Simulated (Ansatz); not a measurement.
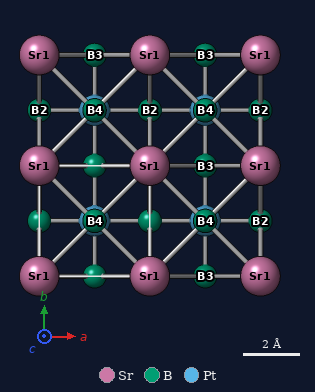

This is the input geometry for a relaxation of a crystal of SrB₃Pt (a generated structure, set up in Pm-3m) (coarse preliminary run). The picture is a ball-and-stick view of the cell of the calculation, repeated 2 × 2 × 1 with one cell outlined, seen along the c axis.

Computed with DFT PBE, scalar-relativistic, plane waves, PAW (Ansatz 0.2.0).

The input:
```yaml
crystal:
  lattice:
    - [3.95103993, 0.0, 0.0]
    - [0.0, 3.95103993, 0.0]
    - [0.0, 0.0, 3.95103993]
  atoms:
    - { symbol: Sr, position: [0.0, 0.0, 0.0] }
    - { symbol: B, position: [0.0, 0.5, 0.5] }
    - { symbol: B, position: [0.5, 0.0, 0.5] }
    - { symbol: B, position: [0.5, 0.5, 0.0] }
    - { symbol: Pt, position: [0.5, 0.5, 0.5] }
basis:
  ecutwfc: 420
kpoints:
  mp_grid: { grid: [4, 4, 4] }
hamiltonian:
  xc: pbe
scf:
  occupations: { method: gaussian, width: 0.1 }
  lower_state_search: "off"
output:
  forces: true
  stress: true
  eigenvalues: true
relax:
  adjacent_minimum: "off"
  f_tol: 0.04
  max_steps: 70
  cell: { stress_tol: 0.4 }
```

Run as
```bash
ansatz run input.yaml --threads 1 --pin off --max-ram 2048MiB --backend cpu --events-out ev --progress --plain --runs-dir out
```

> Where does the relaxation end?

After 3 accepted moves (4 points after the start) the energy has fallen by 1.390 eV per cell of the calculation. All forces vanish by symmetry, so only the cell relaxes. Pressure: 38.05 GPa at the start and 0.24 GPa at the end. The SCF was repeated once at an unchanged geometry on a basis and grid sized afresh for the cell, which shifted the energy by 22.5 meV per cell of the calculation at most. The atoms keep their places relative to the cell (all moves are under 0.005 Å). The drawn cell changes as follows: a = b = c 3.951 → 4.224 Å (+6.9 %); the volume changes by +22.2 %. Near-neighbour distances that change, for instance: Sr1–B2 2.794 → 2.987 Å, B2–Pt5 1.976 → 2.112 Å. The space group stays Pm-3m (No. 221).

History of the run:

```json
{"step": "0", "E − E(0), meV/atom": "0.00", "pressure, GPa": "38.05", "volume, Å³/atom": "12.336", "note": ""}
{"step": "1", "E − E(0), meV/atom": "-252.45", "pressure, GPa": "8.47", "volume, Å³/atom": "14.207", "note": ""}
{"step": "2", "E − E(0), meV/atom": "-272.33", "pressure, GPa": "1.90", "volume, Å³/atom": "14.851", "note": ""}
{"step": "3", "E − E(0), meV/atom": "-273.44", "pressure, GPa": "-0.07", "volume, Å³/atom": "15.075", "note": ""}
{"step": "4", "E − E(0), meV/atom": "-277.94", "pressure, GPa": "0.24", "volume, Å³/atom": "15.075", "note": "same geometry, new basis"}
```

Final geometry:

```xyz
5
Lattice="4.2242 0.0000 0.0000 0.0000 4.2242 0.0000 0.0000 0.0000 4.2242" Properties=species:S:1:pos:R:3 pbc="T T T"
Sr    0.0000    0.0000    0.0000
B     0.0000    2.1121    2.1121
B     2.1121    0.0000    2.1121
B     2.1121    2.1121    0.0000
Pt    2.1121    2.1121    2.1121
```

The end point in the same view:

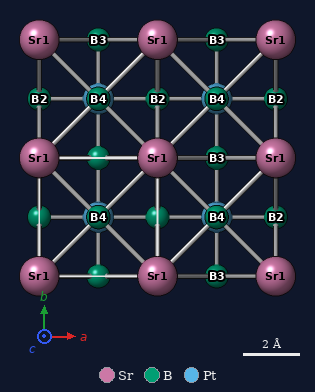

Limits of the set-up: the k-point mesh is coarse for a cell with partly filled bands.
